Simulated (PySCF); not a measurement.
# C₃H₄F₂Si: circular dichroism and optical rotation, excited states, first hyperpolarisability

Wanted: circular dichroism and optical rotation, excited states, first hyperpolarisability for C₃H₄F₂Si (`FC=C=C(F)[SiH3]`).

Computed with PySCF 2.14.0 and routines of our own; the level stands in each step. Atoms count from 0.

## 1. The starting structure

10 atoms, charge 0, multiplicity 1; geometry from: GFN2-xTB.

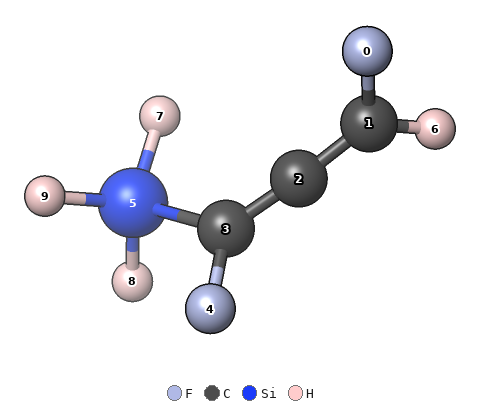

The starting geometry (fluorine light blue, carbon dark grey, silicon blue, hydrogen pink).

## 2. Optimising the geometry at PBE0-D3(BJ)/def2-TZVP

Job settings and geometry (Å):

```
{"job": {"xc": "PBE0", "basis": "def2-TZVP", "d3": "d3bj", "grid": 2, "kind": "geom"}, "charge": 0, "multiplicity": 1}
F      2.761666     0.757212     1.485338
C      1.967320     1.000087     0.422361
C      1.032836     0.183242     0.042984
C      0.025819    -0.576199    -0.264644
F      0.170341    -1.574667    -1.174372
Si    -1.745776    -0.447619     0.429230
H      2.208539     1.940476    -0.054708
H     -1.743114     0.667535     1.370439
H     -2.627248    -0.214303    -0.713438
H     -2.041501    -1.731110     1.063045
```

Run with:

```console
$ OMP_NUM_THREADS=1 python excited_run.py task.json out
```

This one command runs all jobs of the session in turn.

Standard output:

```text
step   0  E = -605.50136161  max force = 0.019174
step   1  E = -605.50215149  max force = 0.002956
step   2  E = -605.50237461  max force = 0.003283
step   3  E = -605.50243723  max force = 0.002570
step   4  E = -605.50251682  max force = 0.001704
step   5  E = -605.50254333  max force = 0.001010
step   6  E = -605.50256260  max force = 0.000422
step   7  E = -605.50257273  max force = 0.000206
optimisation converged
```

Wall time 78 s (1 thread of Arm Neoverse V2, shared host); peak memory 0.92 GiB.

The steps of the relaxation:

| step | energy from step 0 (eV) | largest force component (eV/Å) |
| --- | --- | --- |
| 0 | 0.0000 | 0.9860 |
| 1 | -0.0215 | 0.1520 |
| 2 | -0.0276 | 0.1688 |
| 3 | -0.0293 | 0.1322 |
| 4 | -0.0314 | 0.0876 |
| 5 | -0.0322 | 0.0519 |
| 6 | -0.0327 | 0.0217 |
| 7 | -0.0330 | 0.0106 |

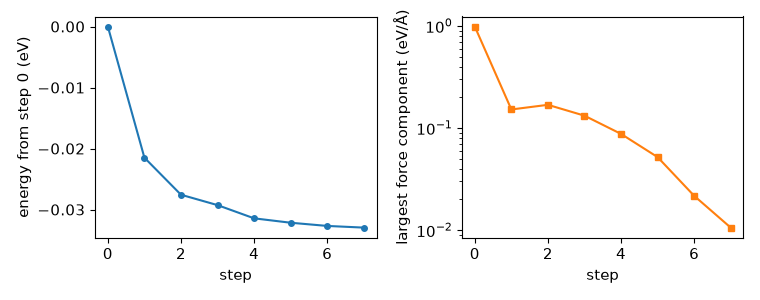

Energy and largest force along the relaxation.

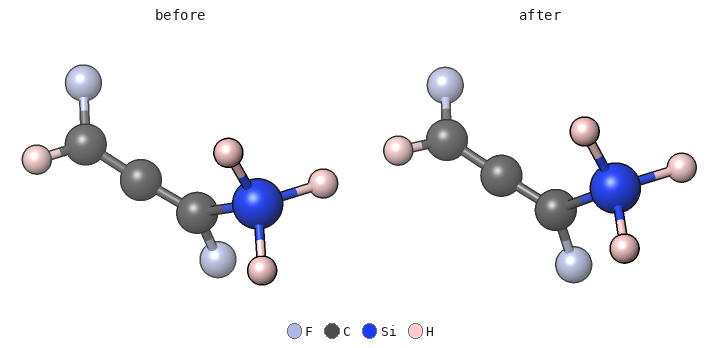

Before and after, at one scale.

Distances of close pairs at the start and the end, largest changes first:

| bond | before (Å) | after (Å) | change (Å) |
| --- | --- | --- | --- |
| C3–Si5 | 1.907 | 1.881 | -0.026 |
| Si5–H9 | 1.462 | 1.484 | +0.022 |
| Si5–H8 | 1.462 | 1.484 | +0.022 |
| Si5–H7 | 1.459 | 1.481 | +0.021 |
| F0–C1 | 1.349 | 1.337 | -0.012 |
| C3–F4 | 1.358 | 1.354 | -0.005 |
| C2–C3 | 1.298 | 1.302 | +0.004 |
| C1–H6 | 1.082 | 1.085 | +0.003 |

The next job starts from the end point, and lists it.

| at the end point | value |
| --- | --- |
| point group (found at 0.08 Å tolerance) | C1 |
| rotational constants (GHz, main isotopes) | 4.898, 1.406, 1.159 |
| dipole moment (D) | 1.71 |

## 3. Circular dichroism and optical rotation: TDDFT CAM-B3LYP/def2-TZVPD

Job settings and geometry (Å):

```
{"job": {"kind": "ecd", "xc": "CAM-B3LYP", "basis": "def2-TZVPD", "nstates": 12}, "charge": 0, "multiplicity": 1}
F      2.910260     0.479843     1.238665
C      2.012854     0.883895     0.333386
C      1.011474     0.144961    -0.040136
C     -0.065281    -0.510953    -0.364476
F     -0.057013    -1.366187    -1.413612
Si    -1.701803    -0.392227     0.555836
H      2.223381     1.877293    -0.047650
H     -1.563906     0.670859     1.577257
H     -2.776159    -0.062674    -0.413504
H     -1.996804    -1.699835     1.192556
```

Level: TDDFT CAM-B3LYP/def2-TZVPD circular dichroism and optical rotation, one conformer, gas phase.

Standard output:

```text
coarse grid: 9536 points
cycle   1  E = -605.7728842707  dE =  7.729e-01  |g| = 6.647e-01  |ddm| = 3.497e+00
cycle   2  E = -605.7459482922  dE =  2.694e-02  |g| = 8.528e-01  |ddm| = 1.594e+00
cycle   3  E = -605.8518243867  dE = -1.059e-01  |g| = 6.460e-02  |ddm| = 5.545e-01
cycle   4  E = -605.8523059465  dE = -4.816e-04  |g| = 3.884e-02  |ddm| = 1.786e-01
cycle   5  E = -605.8526186424  dE = -3.127e-04  |g| = 1.192e-02  |ddm| = 8.857e-02
cycle   6  E = -605.8526499492  dE = -3.131e-05  |g| = 1.513e-03  |ddm| = 2.740e-02
cycle   7  E = -605.8526507468  dE = -7.976e-07  |g| = 7.860e-04  |ddm| = 5.462e-03
final grid: 90248 points
cycle   8  E = -605.8521639898  dE = -3.481e-05  |g| = 3.696e-03  |ddm| = 1.568e-01
cycle   9  E = -605.8521629947  dE =  9.951e-07  |g| = 4.544e-03  |ddm| = 1.230e-02
cycle  10  E = -605.8521659821  dE = -2.987e-06  |g| = 3.903e-04  |ddm| = 3.305e-03
cycle  11  E = -605.8521659998  dE = -1.764e-08  |g| = 1.697e-04  |ddm| = 7.313e-04
cycle  12  E = -605.8521660056  dE = -5.840e-09  |g| = 4.734e-05  |ddm| = 3.615e-04
cycle  13  E = -605.8521660061  dE = -4.782e-10  |g| = 9.341e-06  |ddm| = 1.200e-04
converged SCF energy = -605.8521660061

Singlet excitations and rotatory strengths (1e-40 esu^2 cm^2)
state   eV       nm     f(len)   f(vel)    R(len)    R(vel)   main configurations
  1   5.2723   235.2  0.00201  0.00208     6.499     6.484   H->L 0.88
  2   5.6512   219.4  0.00221  0.00214     8.908     8.783   H-1->L+1 0.84
  3   6.4408   192.5  0.00923  0.00929    -0.732    -0.729   H-1->L 0.49, H->L+1 0.42
  4   7.1081   174.4  0.56086  0.55854   -17.092   -17.141   H->L+1 0.38, H-1->L 0.28, H->L+2 0.12
  5   7.4165   167.2  0.08823  0.08917   -47.579   -47.284   H-1->L+2 0.32, H-1->L+3 0.23, H->L+2 0.19
  6   7.5358   164.5  0.56192  0.56177    94.111    93.627   H->L+2 0.27, H-1->L+2 0.20, H-1->L+3 0.12
  7   7.7088   160.8  0.00178  0.00182     2.238     2.282   H-2->L 0.56, H-4->L 0.24
  8   8.1092   152.9  0.00263  0.00250     1.729     1.534   H-1->L+3 0.41, H-1->L+2 0.30
  9   8.1439   152.2  0.00741  0.00744    -7.554    -7.619   H->L+4 0.37, H->L+5 0.32
 10   8.2261   150.7  0.00170  0.00164     3.559     3.472   H-2->L+1 0.29, H-4->L+1 0.17, H-1->L+5 0.11
 11   8.2913   149.5  0.02718  0.02683     0.766     0.959   H->L+4 0.37, H->L+5 0.33, H->L+2 0.11
 12   8.3164   149.1  0.01072  0.01132     0.249     0.435   H->L+3 0.37, H->L+2 0.14, H-2->L+1 0.13

Specific rotation (deg / (dm g/mL))
    nm     length   length(OI)   velocity    alpha(len)  alpha(vel)
  633.0     142.85     142.05     140.75       72.444     72.419
  589.3     169.80     168.88     167.32       72.855     72.830
  546.0     205.39     204.30     202.40       73.373     73.348
  436.0     378.27     376.48     372.89       75.577     75.553
  405.0     473.07     470.96     466.44       76.613     76.588
  365.0     668.56     665.85     659.41       78.468     78.443
  355.0     739.06     736.16     729.04       79.062     79.037
```

Wall time 70 s (1 thread of Arm Neoverse V2, shared host); peak memory 1.1 GiB.

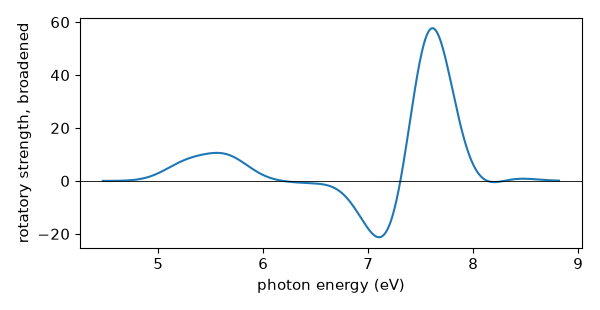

Circular dichroism: velocity-form rotatory strengths under Gaussians of 0.3 eV half-width at 1/e.

Orbitals, density, ELF and potential are computed afterwards from the orbital file.

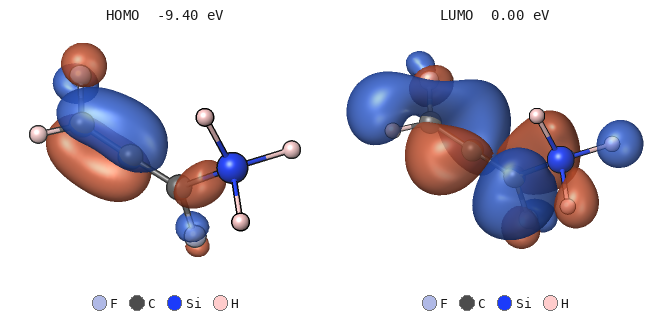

Frontier orbitals at CAM-B3LYP/def2-TZVPD; each surface holds 70 % of the orbital's density, blue and red mark the sign.

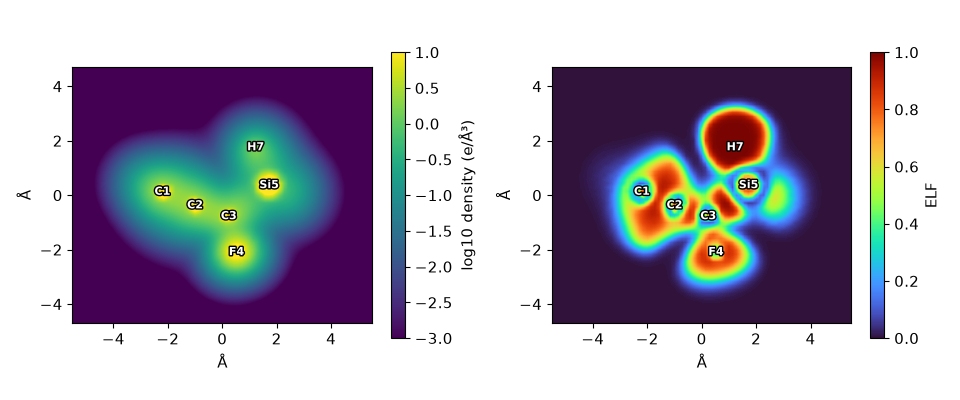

Density (left) and ELF (right) in a plane through or near 6 of the atoms.

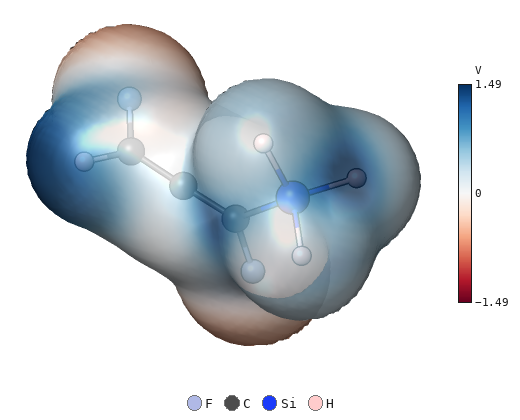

The potential that a unit positive charge feels on the 0.002 e/bohr³ surface, from -0.69 V near F4 to 1.49 V near H6.

## 4. Excited states: TDA wB97X-D/def2-TZVPD

Settings changed since step 3:

```diff
@@ -1,2 +1,2 @@
-{"job": {"kind": "ecd", "xc": "CAM-B3LYP", "basis": "def2-TZVPD", "nstates": 12}, "charge": 0, "multiplicity": 1}
+{"job": {"kind": "states", "xc": "wB97X-D", "basis": "def2-TZVPD", "tda": true, "soc": true, "nstates": 6, "ntriplets": 5, "nquad": 4}, "charge": 0, "multiplicity": 1}
 F      2.910260     0.479843     1.238665
```

Method: TDA wB97X-D/def2-TZVPD excited states, vertical, gas phase, spin-orbit mean-field couplings.

Standard output:

```text
coarse grid: 9536 points
cycle   1  E = -605.7590590605  dE =  7.869e-01  |g| = 6.762e-01  |ddm| = 4.350e+00
cycle   2  E = -605.7544896750  dE =  4.569e-03  |g| = 7.885e-01  |ddm| = 2.102e+00
cycle   3  E = -605.8438781234  dE = -8.939e-02  |g| = 6.408e-02  |ddm| = 4.691e-01
cycle   4  E = -605.8445162503  dE = -6.381e-04  |g| = 3.506e-02  |ddm| = 3.472e-01
cycle   5  E = -605.8447995519  dE = -2.833e-04  |g| = 1.138e-02  |ddm| = 1.005e-01
cycle   6  E = -605.8448317686  dE = -3.222e-05  |g| = 1.699e-03  |ddm| = 5.700e-02
cycle   7  E = -605.8448335572  dE = -1.789e-06  |g| = 8.514e-04  |ddm| = 1.216e-02
final grid: 90248 points
cycle   8  E = -605.8504267367  dE = -1.505e-04  |g| = 1.104e-02  |ddm| = 3.520e-01
cycle   9  E = -605.8504220869  dE =  4.650e-06  |g| = 1.235e-02  |ddm| = 3.156e-02
cycle  10  E = -605.8504418493  dE = -1.976e-05  |g| = 1.026e-03  |ddm| = 1.449e-02
cycle  11  E = -605.8504420301  dE = -1.808e-07  |g| = 2.773e-04  |ddm| = 4.081e-03
cycle  12  E = -605.8504420501  dE = -2.005e-08  |g| = 1.330e-04  |ddm| = 1.028e-03
cycle  13  E = -605.8504420543  dE = -4.190e-09  |g| = 2.202e-05  |ddm| = 6.418e-04
cycle  14  E = -605.8504420547  dE = -4.167e-10  |g| = 9.083e-06  |ddm| = 2.839e-04
converged SCF energy = -605.8504420547

Singlet excitations
state   eV       nm        f     d(h-e)  d(exc)  Lambda  PR(NTO)  |dmu|/D   mu/D   main configurations
  1   5.3247   232.8   0.00271   0.771   2.575   0.561   1.069    1.841    2.237   H->L 0.91
  2   5.7273   216.5   0.00238   0.597   2.555   0.523   1.067    1.351    2.127   H-1->L+1 0.88
  3   6.7411   183.9   0.01005   0.044   2.849   0.748   2.071    0.097    1.827   H-1->L 0.48, H->L+1 0.43
  4   7.3719   168.2   0.31347   0.804   3.392   0.495   1.410    2.649    0.978   H->L+2 0.29, H->L+1 0.21, H->L+3 0.18
  5   7.5612   164.0   0.02276   0.872   3.410   0.345   1.170                     H-1->L+2 0.38, H-1->L+3 0.36
  6   7.7266   160.5   0.00083   0.793   2.733   0.426   1.223                     H-2->L 0.65, H-4->L 0.19

Triplet excitations (Tamm-Dancoff)
state   eV     d(h-e)  d(exc)  Lambda  PR(NTO)   main configurations
  1   4.2661   0.097   2.213   0.733   1.505   H-1->L 0.69, H->L+1 0.17
  2   4.4664   0.113   2.259   0.706   1.503   H->L+1 0.64, H-1->L 0.18
  3   4.9027   0.750   2.548   0.563   1.015   H->L 0.92
  4   5.3542   0.650   2.507   0.516   1.015   H-1->L+1 0.89
  5   7.1784   0.814   2.545   0.440   1.057   H-2->L 0.61, H-4->L 0.27
S1 - T1 = 1.0586 eV

Spin-orbit couplings |<S|Hso|T>| (cm-1)
             T1       T2       T3       T4       T5
S0        0.897    3.281   13.116   12.760   29.578
S1       14.502    6.221    0.280    0.271    7.097
S2       10.483    2.641    0.187    0.065    0.936
S3        0.780    1.060   14.087   17.695   26.795
S4        2.878    2.199    5.914    2.859   15.163
S5        2.988    2.212    1.678    4.299    1.646
S6       24.253   13.142    6.617    0.638    2.550
T1 sublevels (cm-1): 0.000 0.029 0.034   radiative rates (1/s): 10.1 0.837 0.31
```

It took 36 s on 1 thread of Arm Neoverse V2, shared host; peak memory 0.92 GiB.

From this job:

| quantity | value |
| --- | --- |
| S1 less T1 | 1.06 eV |

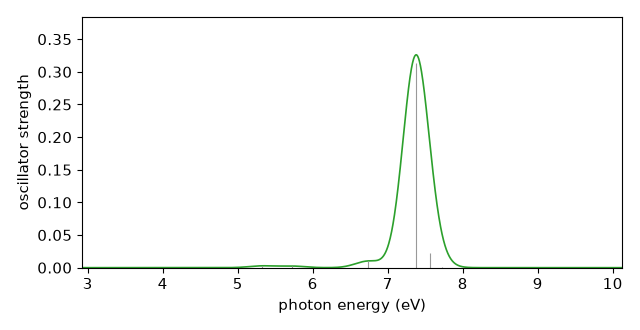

Absorption lines of the singlets. Lines are broadened to a width of 0.40 eV (Gaussian).

## 5. Excited states: TDDFT CAM-B3LYP/def2-TZVPD

Settings changed since step 4:

```diff
@@ -1,2 +1,2 @@
-{"job": {"kind": "states", "xc": "wB97X-D", "basis": "def2-TZVPD", "tda": true, "soc": true, "nstates": 6, "ntriplets": 5, "nquad": 4}, "charge": 0, "multiplicity": 1}
+{"job": {"kind": "states", "xc": "CAM-B3LYP", "basis": "def2-TZVPD", "tpa": true, "nstates": 8, "nquad": 6, "ntriplets": 0}, "charge": 0, "multiplicity": 1}
 F      2.910260     0.479843     1.238665
```

Level: TDDFT CAM-B3LYP/def2-TZVPD excited states, vertical, gas phase, two-photon moments by quadratic response.

Standard output:

```text
coarse grid: 9536 points
cycle   1  E = -605.7728842707  dE =  7.729e-01  |g| = 6.647e-01  |ddm| = 3.497e+00
cycle   2  E = -605.7459482922  dE =  2.694e-02  |g| = 8.528e-01  |ddm| = 1.594e+00
cycle   3  E = -605.8518243867  dE = -1.059e-01  |g| = 6.460e-02  |ddm| = 5.545e-01
cycle   4  E = -605.8523059465  dE = -4.816e-04  |g| = 3.884e-02  |ddm| = 1.786e-01
cycle   5  E = -605.8526186424  dE = -3.127e-04  |g| = 1.192e-02  |ddm| = 8.857e-02
cycle   6  E = -605.8526499492  dE = -3.131e-05  |g| = 1.513e-03  |ddm| = 2.740e-02
cycle   7  E = -605.8526507468  dE = -7.976e-07  |g| = 7.860e-04  |ddm| = 5.462e-03
final grid: 90248 points
cycle   8  E = -605.8521639898  dE = -3.481e-05  |g| = 3.696e-03  |ddm| = 1.568e-01
cycle   9  E = -605.8521629947  dE =  9.951e-07  |g| = 4.544e-03  |ddm| = 1.230e-02
cycle  10  E = -605.8521659821  dE = -2.987e-06  |g| = 3.903e-04  |ddm| = 3.305e-03
cycle  11  E = -605.8521659998  dE = -1.764e-08  |g| = 1.697e-04  |ddm| = 7.313e-04
cycle  12  E = -605.8521660056  dE = -5.840e-09  |g| = 4.734e-05  |ddm| = 3.615e-04
cycle  13  E = -605.8521660061  dE = -4.782e-10  |g| = 9.341e-06  |ddm| = 1.200e-04
converged SCF energy = -605.8521660061

Singlet excitations
state   eV       nm        f     d(h-e)  d(exc)  Lambda  PR(NTO)  |dmu|/D   mu/D   delta(TPA)   sigma/GM   main configurations
  1   5.2727   235.1   0.00202   0.731   2.591   0.559   1.070    1.743    2.202        0.51      0.005   H->L 0.88
  2   5.6513   219.4   0.00221   0.604   2.582   0.533   1.031    1.371    2.269        0.21      0.002   H-1->L+1 0.84
  3   6.4411   192.5   0.00923   0.032   2.859   0.718   2.103    0.107    1.910       31.27      0.475   H-1->L 0.49, H->L+1 0.42
  4   7.1086   174.4   0.56042   0.637   3.242   0.603   1.787    1.859    0.374       12.89      0.239   H->L+1 0.38, H-1->L 0.28, H->L+2 0.12
  5   7.4167   167.2   0.08765   0.729   3.489   0.383   1.167    2.180    0.428       16.03      0.323   H-1->L+2 0.33, H-1->L+3 0.23, H->L+2 0.19
  6   7.5363   164.5   0.56333   0.475   3.281   0.410   1.625    1.239    0.755       10.27      0.214   H->L+2 0.27, H-1->L+2 0.19, H-1->L+3 0.12
  7   7.7095   160.8   0.00178   0.773   2.776   0.422   1.229                                            H-2->L 0.56, H-4->L 0.24
  8   8.1099   152.9   0.00260   2.433   4.170   0.360   1.230                                            H-1->L+3 0.41, H-1->L+2 0.30
```

Run time: 42 s. Hardware: 1 thread of Arm Neoverse V2, shared host; peak memory 0.98 GiB.

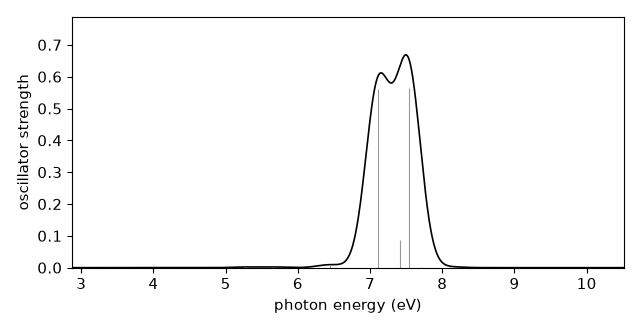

Absorption lines of the singlets. Lines are broadened to a width of 0.40 eV (Gaussian).

## 6. First hyperpolarisability: quadratic response CAM-B3LYP/def2-TZVPD

Settings changed since step 5:

```diff
@@ -1,2 +1,2 @@
-{"job": {"kind": "states", "xc": "CAM-B3LYP", "basis": "def2-TZVPD", "tpa": true, "nstates": 8, "nquad": 6, "ntriplets": 0}, "charge": 0, "multiplicity": 1}
+{"job": {"kind": "beta", "xc": "CAM-B3LYP", "basis": "def2-TZVPD"}, "charge": 0, "multiplicity": 1}
 F      2.910260     0.479843     1.238665
```

Level: quadratic response CAM-B3LYP/def2-TZVPD first hyperpolarisability, Taylor convention, gas phase.

Standard output:

```text
coarse grid: 9536 points
cycle   1  E = -605.7728842707  dE =  7.729e-01  |g| = 6.647e-01  |ddm| = 3.497e+00
cycle   2  E = -605.7459482922  dE =  2.694e-02  |g| = 8.528e-01  |ddm| = 1.594e+00
cycle   3  E = -605.8518243867  dE = -1.059e-01  |g| = 6.460e-02  |ddm| = 5.545e-01
cycle   4  E = -605.8523059465  dE = -4.816e-04  |g| = 3.884e-02  |ddm| = 1.786e-01
cycle   5  E = -605.8526186424  dE = -3.127e-04  |g| = 1.192e-02  |ddm| = 8.857e-02
cycle   6  E = -605.8526499492  dE = -3.131e-05  |g| = 1.513e-03  |ddm| = 2.740e-02
cycle   7  E = -605.8526507468  dE = -7.976e-07  |g| = 7.860e-04  |ddm| = 5.462e-03
final grid: 90248 points
cycle   8  E = -605.8521639898  dE = -3.481e-05  |g| = 3.696e-03  |ddm| = 1.568e-01
cycle   9  E = -605.8521629947  dE =  9.951e-07  |g| = 4.544e-03  |ddm| = 1.230e-02
cycle  10  E = -605.8521659821  dE = -2.987e-06  |g| = 3.903e-04  |ddm| = 3.305e-03
cycle  11  E = -605.8521659998  dE = -1.764e-08  |g| = 1.697e-04  |ddm| = 7.313e-04
cycle  12  E = -605.8521660056  dE = -5.840e-09  |g| = 4.734e-05  |ddm| = 3.615e-04
cycle  13  E = -605.8521660061  dE = -4.782e-10  |g| = 9.341e-06  |ddm| = 1.200e-04
converged SCF energy = -605.8521660061

Lowest singlets (eV, f): 5.2727 0.0020  5.6513 0.0022  6.4411 0.0092

First hyperpolarisability (au)
process     nm      |vector|   parallel      HRS      DR
static         -      188.91     -89.11      72.09   6.982
shg       1907.0      194.36     -91.42      74.23    6.97
eope      1907.0      190.70     -89.87          -       -
shg       1064.0      207.46     -96.99      79.41   6.933
eope      1064.0      194.76     -91.59          -       -
```

Wall time 35 s (1 thread of Arm Neoverse V2, shared host); peak memory 0.95 GiB.

## 7. Summary of results

| quantity | value |
| --- | --- |
| point group | C1 |
| rotational constants (main isotopes) | 4.90, 1.41, 1.16 GHz |
| state of largest rotatory strength (velocity form) among 12 (step 3, TDDFT CAM-B3LYP/def2-TZVPD) | 7.54 eV, R = +93.6 (velocity), +94.1 (length) ·10⁻⁴⁰ esu² cm² |
| specific rotation at 633.0 nm (step 3, TDDFT CAM-B3LYP/def2-TZVPD) | 140.8 (velocity), 142.8 (length) |
| surface potential, least and greatest | -0.69 V and 1.49 V |
| S1 less T1 (step 4, TDA wB97X-D/def2-TZVPD) | 1.06 eV |
| β vector (step 6, quadratic response CAM-B3LYP/def2-TZVPD) | static 189, SHG 1907.0 nm 194, SHG 1064.0 nm 207 au |

What this shows: Relaxing lowered the energy by 0.033 eV in 7 steps; the close pair that moved most is C3–Si5, from 1.907 to 1.881 Å. No frequency check was run at this level, so the end point may be a saddle. Rotations belong to one conformer and to the handedness of the start. In step 4, the number of triplets below S1 is 3, and the largest singlet-triplet spin-orbit coupling is S0–T5, 29.58 cm⁻¹. β grows from 189 au (static) to 207 au for doubling at 1064.0 nm: normal dispersion, which grows as twice the photon energy moves toward the bright states.
